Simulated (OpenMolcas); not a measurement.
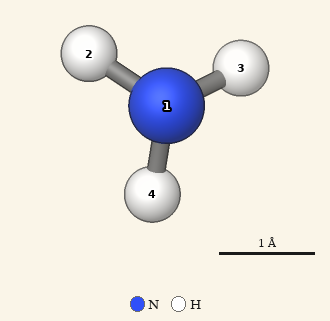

*The structure as given in the input (ball-and-stick view, seen at a tilt; atoms are numbered from 1 in the order of the input).*

Bond lengths as drawn: H–N 1.01 Å.

**Single-point calculation, with input and output: NH$_{3}$**

The run: single-point calculation of NH$_{3}$, multiplicity 3. Method and program: HF/3-21G, UHF (OpenMolcas 26.06).

The geometry is that of the parent species in another charge or spin state. The geometry comes from this level: PBE0-D4/def2-TZVP.

Log
```
--- Start Module: gateway ---

                                              &GATEWAY

                       available to each process: 1.9 GB of memory, 1 thread

 Basis Set     1 Label: N.3-21G
 Basis set is read from library:.
 basistype.tbl is not found

 Basis Set     2 Label: H.3-21G
 Basis set is read from library:.
 basistype.tbl is not found

++    Symmetry information:
      ---------------------

                    Character Table for C1

                             E
                    a        1  x, y, xy, Rz, z, xz, Ry, yz, Rx, I
--

++    Basis set information:
      ----------------------

      Basis set label: N.3-21G.........

      Electronic valence basis set:
      ------------------
      Associated Effective Charge   7.000000 au
      Associated Actual Charge      7.000000 au
      Nuclear Model: Point charge

      Shell  nPrim  nBasis  Cartesian Spherical Contaminant
         s       6       3        X
         p       3       2        X

      Basis set label: H.3-21G.........

      Electronic valence basis set:
      ------------------
      Associated Effective Charge   1.000000 au
      Associated Actual Charge      1.000000 au
      Nuclear Model: Point charge

      Shell  nPrim  nBasis  Cartesian Spherical Contaminant
         s       3       2        X
--

++    Molecular structure info:
      -------------------------

                    ************************************************
                    **** Cartesian Coordinates / bohr, angstrom ****
                    ************************************************

     Center  Label                x              y              z                     x              y              z
        1      N1              -0.132111       0.471430       0.209627             -0.069910       0.249470       0.110930
        2      H2               0.926854      -0.570357       1.415745              0.490470      -0.301820       0.749180
        3      H3              -1.677094      -0.570584      -0.224707             -0.887480      -0.301940      -0.118910
        4      H4               0.882351       0.669492      -1.400665              0.466920       0.354280      -0.741200

                    ***************************************
                    *    InterNuclear Distances / bohr    *
                    ***************************************

               1 N1            2 H2            3 H3            4 H4
    1 N1       0.000000
    2 H2       1.913491        0.000000
    3 H3       1.913482        3.077601        0.000000
    4 H4       1.913479        3.077559        3.077568        0.000000

                    *******************************************
                    *    InterNuclear Distances / angstrom    *
                    *******************************************

               1 N1            2 H2            3 H3            4 H4
    1 N1       0.000000
    2 H2       1.012576        0.000000
    3 H3       1.012571        1.628596        0.000000
    4 H4       1.012570        1.628574        1.628579        0.000000

                    **************************************
                    *    Valence Bond Angles / degree    *
                    **************************************
                          Atom centers                 Phi
                      2 H2       1 N1       3 H3       107.06
                      2 H2       1 N1       4 H4       107.06
                      3 H3       1 N1       4 H4       107.06
--

            Nuclear Potential Energy             11.94953901 au

--- Stop Module: gateway /rc=_RC_ALL_IS_WELL_ ---

--- Start Module: seward ---

                                              &SEWARD

                       available to each process: 1.9 GB of memory, 1 thread

               SEWARD will generate:
                  Multipole Moment integrals up to order  2
                  Kinetic Energy integrals
                  Nuclear Attraction integrals (point charge)
                  One-Electron Hamiltonian integrals
                  Velocity integrals
                  Orbital angular momentum around ( -0.1008   0.3598   0.1600 )
                  Velocity quadrupole around ( -0.1008   0.3598   0.1600 )
                  Two-Electron Repulsion integrals

                   Integrals are discarded if absolute value <: 1.00E-14
                   Integral cutoff threshold is set to       <: 1.00E-16

            Nuclear Potential Energy             11.94953901 au

      Basis set specifications :
      Symmetry species         a
      Basis functions           15

--- Stop Module: seward /rc=_RC_ALL_IS_WELL_ ---

--- Start Module: scf ---

                                                &SCF

                       available to each process: 1.9 GB of memory, 1 thread

++    Input section:
      --------------

      Header of the integral files:

      Cartesian coordinates in angstrom:
      -----------------------------------------------------
      No.  Label        X            Y            Z
      -----------------------------------------------------
       1   N1        -0.06991000   0.24947000   0.11093000
       2   H2         0.49047000  -0.30182000   0.74918000
       3   H3        -0.88748000  -0.30194000  -0.11891000
       4   H4         0.46692000   0.35428000  -0.74120000
      -----------------------------------------------------
      Nuclear repulsion energy =   11.94953901
--

++    Orbital specifications:
      -----------------------

      Symmetry species               1
                                     a
      Frozen orbitals                0
      Start temperature = 0.500
      End temperature   = 0.010
      Temperature Factor= 0.460
      Deleted orbitals               0
      Total number of orbitals      15
      Number of basis functions     15
--

      Molecular charge                           0.000

++    Optimization specifications:
      ----------------------------

      SCF Algorithm: Conventional USCF
      D(i)-D(i-1) density differences are used
      Number of density matrices in core                 5
      Maximum number of NDDO SCF iterations            400
      Maximum number of HF SCF iterations              400
      Threshold for SCF energy change             1.00E-10
      Threshold for density matrix                1.00E-07
      Threshold for Fock matrix                   1.00E-07
      Threshold for linear dependence             1.00E-09
      Threshold at which DIIS is turned on        1.50E-01
      Maximum depth in the DIIS procedure                5
      Maximum depth in the BFGS Hessian update          30
      Threshold at which QNR/C2DIIS is turned on  7.50E-02
      Threshold for Norm(delta) (QNR/C2DIIS)      1.00E-05
      All orbitals punched on: UHFORB
--

      Input vectors read from INPORB
      Orbital file label: *Guess orbitals

++ Convergence information
                               UHF SCF        iterations: Energy and convergence statistics

Iter     Tot. SCF        One-elec.       Two-elec.     Energy      Max Dij or  Max Fij      DNorm      TNorm      AccCon     Time
         Energy          Energy          Energy        Change      Delta Norm                                                in Sec.
   1   -53.425832880   -96.779847393    31.404475504   0.00E+00    3.31E-01*   4.39E-01*    4.84E+00   2.66E+01   None         0.
   2   -54.702242286   -96.712048669    30.060267375  -1.28E+00*   7.60E-02*   6.50E-02*    2.87E+00   2.59E+01   EDIIS        0.
   3   -55.293408033   -98.310031900    31.067084858  -5.91E-01*   3.85E-02*   5.96E-02*    1.48E+00   2.64E+01   EDIIS        0.
   4   -55.513864212   -97.713274255    30.249871034  -2.20E-01*   5.02E-02*   4.34E-02*    2.48E+00   2.61E+01   EDIIS        0.
   5   -55.596420676   -98.109744832    30.563785147  -8.26E-02*   2.34E-02*   2.01E-02*    2.36E+00   2.62E+01   EDIIS        0.
   6   -55.600368840   -97.973342749    30.423434900  -3.95E-03*   9.95E-03*   7.89E-03*    9.68E-02   2.62E+01   EDIIS        0.

       Fermi aufbau procedure completed!
      nOcc(alpha)=    6
      nOcc(beta) =    4

   7   -55.600602752   -98.026672183    30.476530423  -2.34E-04*   6.47E-03*   4.07E-03*    6.98E-02   2.62E+01   c2DIIS       0.
   8   -55.600682364   -98.001428583    30.451207210  -7.96E-05*   7.21E-03*   1.86E-03*    2.49E-02   2.62E+01   QNRc2DIIS    0.
   9   -55.600705582   -98.015787837    30.465543246  -2.32E-05*   1.02E-02*   1.05E-03*    1.33E-02   2.62E+01   QNRc2DIIS    0.
  10   -55.600720793   -98.014878644    30.464618843  -1.52E-05*   2.18E-03*   4.64E-04*    1.41E-02   2.62E+01   QNRc2DIIS    0.
  11   -55.600721600   -98.012129132    30.461868523  -8.07E-07*   3.51E-04*   8.03E-05*    3.76E-03   2.62E+01   QNRc2DIIS    0.
  12   -55.600721628   -98.012128945    30.461868308  -2.87E-08*   3.60E-05*   8.47E-06*    9.95E-04   2.62E+01   QNRc2DIIS    0.
  13   -55.600721629   -98.012129920    30.461869283  -2.52E-10*   8.52E-07    4.24E-07*    5.27E-05   2.62E+01   QNRc2DIIS    0.
  14   -55.600721629   -98.012130218    30.461869581  -3.41E-13    5.94E-07    1.28E-07*    2.21E-06   2.62E+01   QNRc2DIIS    0.
  15   -55.600721629   -98.012130240    30.461869603  -7.11E-14    1.80E-07    3.11E-08     2.41E-06   2.62E+01   QNRc2DIIS    0.

       Convergence after  15 Iterations
--

 *****************************************************************************************************************************
 *                                             SCF/KS-DFT Program, Final results                                             *
 *                                                       Final Results                                                       *
 *****************************************************************************************************************************

::    Total SCF energy                                -55.6007216287
      One-electron energy                             -98.0121302398
      Two-electron energy                              30.4618696025
      Nuclear repulsion energy                         11.9495390086
      Kinetic energy (interpolated)                    56.1646716256
      Virial theorem                                    0.9899589906
      Total spin, S(S+1)                                2.0018834752
      Total spin, S                                     1.0006276937
      Max non-diagonal density matrix element           0.0000001605
      Max non-diagonal Fock matrix element              0.0000000125

      All orbitals with orbital energies smaller than  E(LUMO)+0.5 are printed

++    Molecular orbitals:
      -------------------

      Title: UHF orbitals (alpha)

      Molecular orbitals for symmetry species 1: a

          Orbital            1         2         3         4         5         6         7         8
          Energy          -15.5954   -1.2992   -0.7264   -0.7264   -0.6537   -0.0668    0.2702    0.2703
          Occ. No.          1.0000    1.0000    1.0000    1.0000    1.0000    1.0000    0.0000    0.0000

--

      All orbitals with orbital energies smaller than  E(LUMO)+0.5 are printed

++    Molecular orbitals:
      -------------------

      Title: UHF orbitals (beta)

      Molecular orbitals for symmetry species 1: a

          Orbital            1         2         3         4         5         6         7         8
          Energy          -15.5419   -1.1332   -0.6727   -0.6727    0.0527    0.2834    0.3595    0.3595
          Occ. No.          1.0000    1.0000    1.0000    1.0000    0.0000    0.0000    0.0000    0.0000

--

++    Molecular charges:
      ------------------

      Mulliken charges per centre and basis function type
      ---------------------------------------------------

                            N1                      H2                      H3                      H4
                     alpha        beta       alpha        beta       alpha        beta       alpha        beta
      1s           1.8578      1.7849      0.6232      0.2876      0.6232      0.2876      0.6232      0.2876
      2px          0.6789      0.6238      0.0000      0.0000      0.0000      0.0000      0.0000      0.0000
      2pz          0.7059      0.5644      0.0000      0.0000      0.0000      0.0000      0.0000      0.0000
      2py          0.8879      0.1642      0.0000      0.0000      0.0000      0.0000      0.0000      0.0000
      Total        4.1304      3.1372      0.6232      0.2876      0.6232      0.2876      0.6232      0.2876
      Total              7.2676                  0.9108                  0.9108                  0.9108

      Charge           -0.2676                  0.0892                  0.0892                  0.0892

      Total electronic charge=   10.000000

      Total            charge=   -0.000000
--

++    Molecular orbitals:
      -------------------

      Title: Natural orbitals

      Molecular orbitals for symmetry species 1: a

          Orbital            1         2         3         4         5         6         7         8         9        10
          Energy          -15.5632   -0.6994   -0.6994   -1.2175   -0.2868    0.1080    1.5463    1.2544    1.2544    1.9994
          Occ. No.          2.0000    1.9998    1.9998    1.9994    1.0000    1.0000    0.0006    0.0002    0.0002    0.0000

          Orbital           11        12        13        14        15
          Energy            0.3682    0.3675    1.2849    1.2845    1.5512
          Occ. No.          0.0000    0.0000    0.0000    0.0000    0.0000

--

++    Molecular properties:
      ---------------------

      Charge (e):
                      =   -0.0000
      Dipole Moment (debye):
      Origin of the operator (angstrom)=   -0.0534    0.1904    0.0847
                   X= -6.7687E-02               Y=  2.4150E-01               Z=  1.0725E-01           Total=  2.7277E-01
      Quadrupole Moment (debye*angstrom):
      Origin of the operator (angstrom)=   -0.0534    0.1904    0.0847
                  XX= -9.3481E+00              XY= -2.0211E-01              XZ= -8.9976E-02              YY= -8.6833E+00
                  YZ=  3.2083E-01              ZZ= -9.2621E+00
      In traceless form (debye*angstrom)
                  XX= -3.7541E-01              XY= -3.0316E-01              XZ= -1.3496E-01              YY=  6.2180E-01
                  YZ=  4.8124E-01              ZZ= -2.4639E-01
--

--- Stop Module: scf /rc=_RC_ALL_IS_WELL_ ---

.##################.
.# Happy landing! #.
.##################.

    Timing: Wall=1.36 User=1.02 System=0.29
```

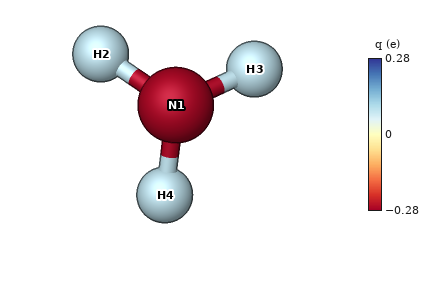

*Mulliken charges, as the colour of each atom (ball-and-stick view, seen on its broad side; atoms are numbered from 1 in the order of the input).*

By element: N −0.27 and H +0.09 e.

This output came from the following input.

Input
```
&GATEWAY
  BasLib=$CurrDir
  Coord
  4
  angstrom
  N       -0.069910       0.249470       0.110930
  H        0.490470      -0.301820       0.749180
  H       -0.887480      -0.301940      -0.118910
  H        0.466920       0.354280      -0.741200
  Basis=3-21G
  Group=NoSym

&SEWARD

&SCF
  UHF
  Spin=3
  Thresholds=1e-10 1e-07 1e-07 1e-05
  PrOrbitals=1 1
```

Launched with:
```bash
export MOLCAS_MEM=1860
pymolcas mol.input > mol.log
```

Summary

| quantity | value |
| --- | --- |
| outcome | converged |
| total energy | −55.600722 hartree |
| basis functions | 15 |
| ⟨S²⟩ | 2.002 |
| dipole moment | 0.27 debye |
| hardware | 1 thread of Arm Neoverse V2, 24 GiB of memory available, shared host |
| wall time | 1.6 s |
| peak memory | 0.37 GiB |
